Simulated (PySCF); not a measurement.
## Single-point calculation of InH3

- system: InH3, SMILES [InH3]
- method: QCISD(T)/LANL2DZ, RHF, core potentials lanl2dz (PySCF 2.14.0)

The geometry comes from this level: PBE0-D4/def2-TZVP.

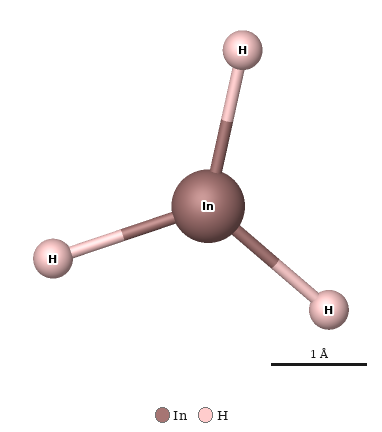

**Figure 1.** The structure as given in the input (ball-and-stick view, seen at an oblique angle). Sticks mark near contacts. Bond lengths as drawn: H–In 1.72 Å.

Key numbers:

```csv
quantity,value
outcome,converged
total energy,−3.534839 hartree
SCF energy,−3.477526 hartree
correlation energy,−0.057313 hartree
(T) correction,−0.000631 hartree
basis functions,14
T1 diagnostic,0.011
HOMO of the SCF reference,−11.13 eV
LUMO of the SCF reference,0.52 eV
hardware,"1 thread of Intel Xeon @ 2.50GHz (Skylake/Cascade Lake), 16 GiB of memory available, shared host"
wall time,0.97 s
peak memory,0.12 GiB
```

Input file (run.py):
```python
# [InH3]
from pyscf import gto, cc

mol = gto.Mole()
mol.atom = [
    ('In', (0.013900, -0.015100, -0.005100)),
    ('H', (0.415500, 1.516000, 0.678200)),
    ('H', (-1.095600, -0.107300, -1.321400)),
    ('H', (0.721800, -1.454000, 0.628000)),
]
mol.max_memory = 1860
mol.ecp = {'In': 'lanl2dz'}
mol.verbose = 4
mol.basis = 'lanl2dz'
mol.build()

calc0 = mol.RHF()
calc0.conv_tol = 1e-10
calc0.kernel()
if not calc0.converged:
    calc0 = calc0.newton().run(calc0.mo_coeff, calc0.mo_occ)

mycc = cc.QCISD(calc0)
mycc.kernel()
e_t = mycc.qcisd_t()
e_tot = mycc.e_tot + e_t
print('E(%s) = %.9f' % ('QCISD(T)', e_tot))
```

Launch command:
```bash
OMP_NUM_THREADS=1 python run.py
```

The program's output:
```
PySCF version 2.14.0

[INPUT] num. atoms = 4
[INPUT] num. electrons = 6
[INPUT] charge = 0
[INPUT] spin (= nelec alpha-beta = 2S) = 0
[INPUT] symmetry False subgroup None
[INPUT] Mole.unit = angstrom
[INPUT] Symbol           X                Y                Z      unit          X                Y                Z       unit  Magmom
[INPUT]  1 In     0.013900000000  -0.015100000000  -0.005100000000 AA    0.026267193131  -0.028534864481  -0.009637603235 Bohr   0.0
[INPUT]  2 H      0.415500000000   1.516000000000   0.678200000000 AA    0.785181204757   2.864824804841   1.281612257680 Bohr   0.0
[INPUT]  3 H     -1.095600000000  -0.107300000000  -1.321400000000 AA   -2.070383942073  -0.202767613166  -2.497084101000 Bohr   0.0
[INPUT]  4 H      0.721800000000  -1.454000000000   0.628000000000 AA    1.364004316711  -2.747661785118   1.186748006227 Bohr   0.0

nuclear repulsion = 3.29409524791576
number of shells = 10
number of NR pGTOs = 24
number of NR cGTOs = 14
basis = lanl2dz
ecp = {'In': 'lanl2dz'}

******** <class 'pyscf.scf.hf.RHF'> ********
method = RHF
initial guess = minao
damping factor = 0
level_shift factor = 0
DIIS = <class 'pyscf.scf.diis.CDIIS'>
diis_start_cycle = 1
diis_space = 8
diis_damp = 0
SCF conv_tol = 1e-10
SCF conv_tol_grad = None
SCF max_cycles = 50
direct_scf = True
direct_scf_tol = 1e-13
Set gradient conv threshold to 1e-05
Initial guess from minao.
init E= 5.71297978373536
  HOMO = -0.239410696878076  LUMO = 0.0589455272292285  gap/eV = 8.11869
cycle= 1 E= -3.45487012204558  delta_E= -9.17  |g|= 0.308  |ddm|=  2.2
  HOMO = -0.416155825291653  LUMO = 0.00387976377157073  gap/eV = 11.42975
cycle= 2 E= -3.47698268246464  delta_E= -0.0221  |g|= 0.0266  |ddm|= 0.328
  HOMO = -0.410117143013294  LUMO = 0.0176778604819382  gap/eV = 11.64089
cycle= 3 E= -3.47750817038886  delta_E= -0.000525  |g|= 0.00442  |ddm|= 0.059
  HOMO = -0.408747329432839  LUMO = 0.0193610845086334  gap/eV = 11.64942
cycle= 4 E= -3.47752586487339  delta_E= -1.77e-05  |g|= 0.000438  |ddm|= 0.0127
  HOMO = -0.408822129581209  LUMO = 0.019273211939082  gap/eV = 11.64907
cycle= 5 E= -3.47752605254083  delta_E= -1.88e-07  |g|= 2.93e-05  |ddm|= 0.00134
  HOMO = -0.408838513737902  LUMO = 0.0192644228414367  gap/eV = 11.64927
cycle= 6 E= -3.47752605334024  delta_E= -7.99e-10  |g|= 2.11e-06  |ddm|= 8.35e-05
  HOMO = -0.408839031778136  LUMO = 0.0192642911170294  gap/eV = 11.64928
cycle= 7 E= -3.47752605334492  delta_E= -4.68e-12  |g|= 1.57e-07  |ddm|= 7.98e-06
  HOMO = -0.408839007840401  LUMO = 0.019264294410049  gap/eV = 11.64928
Extra cycle  E= -3.47752605334493  delta_E= -1.42e-14  |g|= 4.02e-08  |ddm|= 4.11e-07
converged SCF energy = -3.47752605334493

******** <class 'pyscf.cc.qcisd.QCISD'> ********
QCISD nocc = 3, nmo = 14
max_cycle = 50
direct = 0
conv_tol = 1e-07
conv_tol_normt = 1e-05
diis_space = 6
diis_start_cycle = 0
diis_start_energy_diff = 1e+09
Init t2, MP2 energy = -3.516864992705  E_corr(MP2) -0.0393389393600725
Init E_corr(QCISD) = -0.0393389393600735
cycle = 1  E_corr(QCISD) = -0.0502667768644144  dE = -0.0109278375  norm(t1,t2) = 0.0397486
cycle = 2  E_corr(QCISD) = -0.0540811522385685  dE = -0.00381437537  norm(t1,t2) = 0.0174045
cycle = 3  E_corr(QCISD) = -0.0567607869015204  dE = -0.00267963466  norm(t1,t2) = 0.00800316
cycle = 4  E_corr(QCISD) = -0.0566870330853138  dE = 7.37538162e-05  norm(t1,t2) = 0.000868099
cycle = 5  E_corr(QCISD) = -0.0566804146274094  dE = 6.6184579e-06  norm(t1,t2) = 0.000213216
cycle = 6  E_corr(QCISD) = -0.0566832678869268  dE = -2.85325952e-06  norm(t1,t2) = 6.89692e-05
cycle = 7  E_corr(QCISD) = -0.0566818011392454  dE = 1.46674768e-06  norm(t1,t2) = 2.0488e-05
cycle = 8  E_corr(QCISD) = -0.0566821163810279  dE = -3.15241782e-07  norm(t1,t2) = 3.52998e-06
cycle = 9  E_corr(QCISD) = -0.0566821760383107  dE = -5.96572828e-08  norm(t1,t2) = 9.28314e-07
```

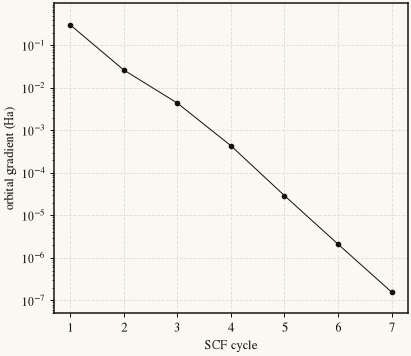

**Figure 2.** Convergence of the self-consistent field: orbital gradient against the SCF cycle. The residual falls at every step.

```
QCISD converged
E(QCISD) = -3.534208229383242  E_corr = -0.0566821760383107
QCISD(T) correction = -0.000630576891960073
E(QCISD(T)) = -3.534838806
```

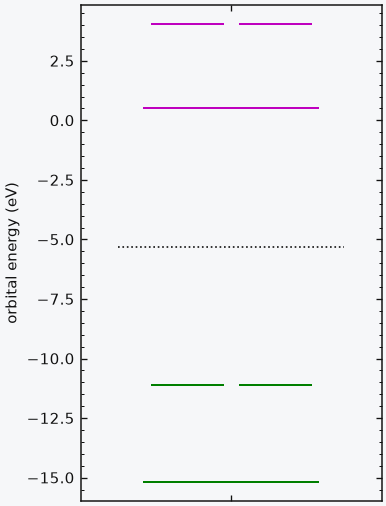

**Figure 3.** Orbital energies near the frontier (SCF reference); the dotted line parts filled from empty levels, and levels within 0.02 eV of each other stand side by side. Highest filled −11.13 eV, lowest empty 0.52 eV, 11.65 eV apart.
